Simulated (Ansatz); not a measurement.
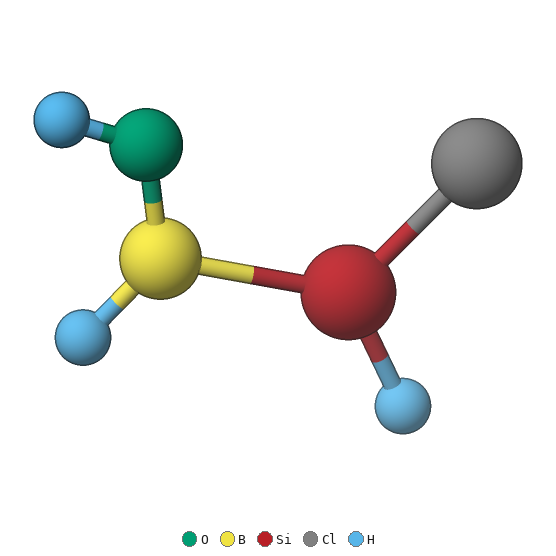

The species has charge +1 and is a spin singlet. The geometry was computed by an optimisation with PBE0-D4/def2-TZVP. No frequency run is at hand to confirm it as a minimum.

Give the structural formula.

SMILES: OB[SiH+]Cl

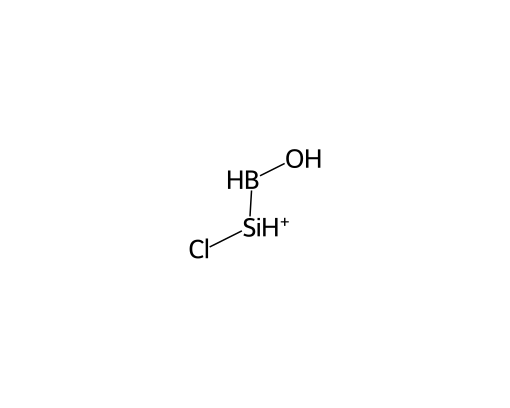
